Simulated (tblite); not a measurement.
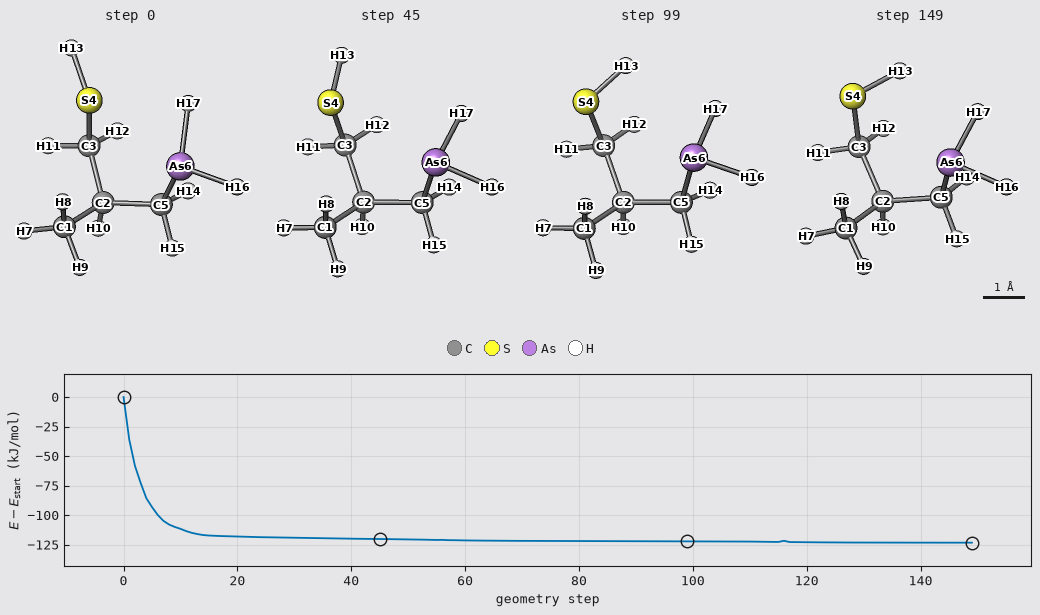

Frames of a relaxation of C4H11AsS, marked on the history of the run. The picture is a ball-and-stick view, seen at a tilt.

Computed with GFN2-xTB geometry optimisation, gas phase (tblite 0.8.0). 

Describe the path.

Answer. After 149 geometry steps the energy has fallen by 123.2 kJ/mol. The largest move after the best rigid fit is that of H13, 1.32 Å. Largest moves by element: H 1.32 Å, S 0.45 Å, As 0.34 Å, C 0.26 Å. Among the contacts that change: S4–As6 2.950 → 3.226 Å, S4–H13 1.416 → 1.331 Å, As6–H17 1.582 → 1.505 Å, C5–As6 1.935 → 1.999 Å. Among the angles between lasting bonds that change: C5–As6–H16 110.0° → 92.4°, H16–As6–H17 105.2° → 88.1°, C5–As6–H17 111.2° → 95.9°. Groups turn about C3–S4 by about 90°. Cost: 0.84 s on 1 thread of Arm Neoverse V2, on a shared host. From step 0 to 45: S and H atoms move most (0.47 Å), energy −120.1 kJ/mol. From step 45 to 99: H13 moves most (0.75 Å), energy −1.92 kJ/mol. From step 99 to 149: H13 moves most (0.42 Å), energy −1.19 kJ/mol.

```tsv
step	E − E(0), kJ/mol
0	0.00
1	-36.02
2	-58.21
3	-72.61
4	-85.60
5	-93.11
6	-99.76
7	-104.77
8	-107.91
9	-109.93
10	-111.54
17	-117.62
25	-118.65
32	-119.22
39	-119.80
47	-120.27
54	-120.89
61	-121.42
69	-121.70
76	-121.77
83	-121.84
90	-121.90
98	-122.04
105	-122.17
112	-122.42
120	-122.87
127	-123.12
134	-123.19
142	-123.23
149	-123.25
```
